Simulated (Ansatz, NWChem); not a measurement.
# Loss of H2O: CH4O2 → H2CO + H2O

Gas-phase species: CH4O2 (methanediol) `OCO`, singlet; H2CO `C=O`, singlet; H2O (water) `O`, singlet. This is a balance of energies; it says nothing on the path, which may need atoms to shift.

Shapes, held fixed at every level: PBE0-D4/def2-TZVP. Flexible molecules stand in one conformer, not always the lowest. Programs: Ansatz 0.2.0, NWChem 7.3.0. A level may come from different programs for different species; with the same settings they agree closely. The zero-point and thermal change to 298 K, harmonic and unscaled (PBE0-D4/def2-TZVP), is -17.3 kJ/mol.

```csv
level,kind,ΔH(298 K) (kJ/mol)
HF/STO-3G,Hartree–Fock,+162.5
HF/3-21G,Hartree–Fock,+84.3
HF/def2-SVP,Hartree–Fock,+46.5
B3LYP/6-31G* (spherical functions),global hybrid,+55.3
PBE0/def2-SVP,global hybrid,+76.5
```

PBE0/def2-SVP gives ΔH(298 K) = +76.5 kJ/mol; the levels span +46.5 to +162.5. The median of the levels is +76.5. No measured value is set beside it here. PBE0/def2-SVP lies outside the range of the other correlated levels here, so it shouldn't be taken on trust. Rows in sets without polarisation functions are far from converged.

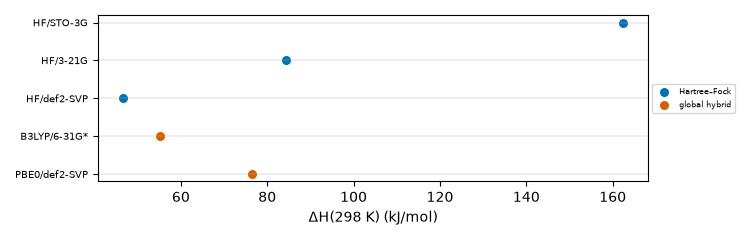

The values of the table, level by level.
